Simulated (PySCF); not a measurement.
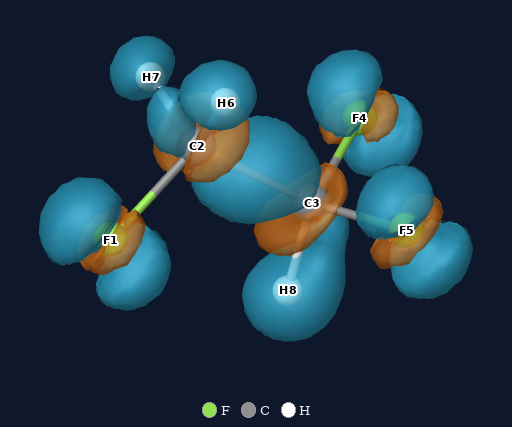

Figure. C2H3F3, SMILES `FCC(F)F`. Fukui function f⁻ = ρ(N) − ρ(N−1) at fixed geometry, surfaces at ±0.06 e/Å³ (light blue positive, orange negative).

PySCF calculation, M06-2X/def2-SVP, gas phase; geometry: GFN2-xTB. No frequency check shows the geometry to be a minimum.

Cartesian coordinates (Å):

```
F1      -1.9208   -0.0896   -0.2701
C2      -0.8440    0.3270    0.4572
C3       0.4465   -0.0112   -0.2901
F4       1.3841    0.9324   -0.0449
F5       0.9692   -1.1820    0.1337
H6      -0.8756   -0.1797    1.4266
H7      -0.9230    1.4119    0.5789
H8       0.2905   -0.0751   -1.3778
```

### Which atoms respond most to the removal of an electron?

f⁻ (Hirshfeld-condensed) is largest on F1 (0.17), F5 (0.16) and F4 (0.15); the vertical ionisation energy is 12.66 eV. Condensed values hint at sites of electrophilic attack but needn't mark the atom that reacts. Shares this close don't rank the sites. Orbital relaxation makes it negative in places (0.17 e in all).
